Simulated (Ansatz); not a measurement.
The calculation's input:

```
crystal:
  periodic: [false, false, false]
  atoms:
    - { symbol: B, position_ang: [0.225573, -0.082984, 0.086809] }
    - { symbol: H, position_ang: [0.264503, -0.165911, 1.257213] }
    - { symbol: H, position_ang: [1.28981, 0.207962, -0.306573] }
    - { symbol: O, position_ang: [-0.838342, -0.285631, -0.704279] }
    - { symbol: H, position_ang: [-1.650443, -0.520137, -0.23957] }
basis:
  gaussian: { orbitals: def2-TZVP }
hamiltonian:
  xc: b3lyp
  dispersion: d4
relax:
  f_tol: 0.03
  max_steps: 50
output:
  orbitals: {}
```

Command:

```sh
ansatz run input.yaml --threads 1 --pin off --max-ram 2048MiB --backend cpu --events-out ev --progress --plain --runs-dir out
```

The fields are those of the run's last geometry, not of the input's.

All numbers below come from RKS B3LYP-D4/def2-TZVP (Ansatz 0.2.0).

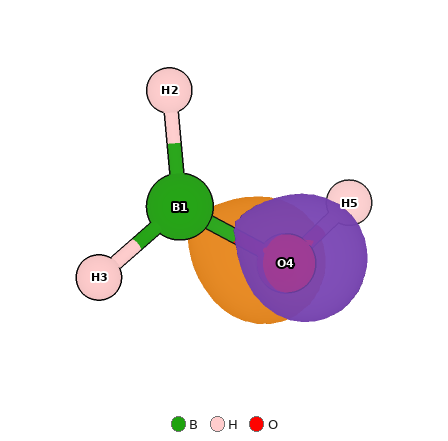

BH₃O. The HOMO−1 at ±0.3 Å⁻³ᐟ² (orange and purple are the two phases), seen at a tilt.

Describe this orbital and give its energy.

By Hirshfeld shares it lies mainly on O4 (about 75 %) and B1 (about 15 %); it changes sign across the molecular plane (π type). Its energy is −10.39 eV.
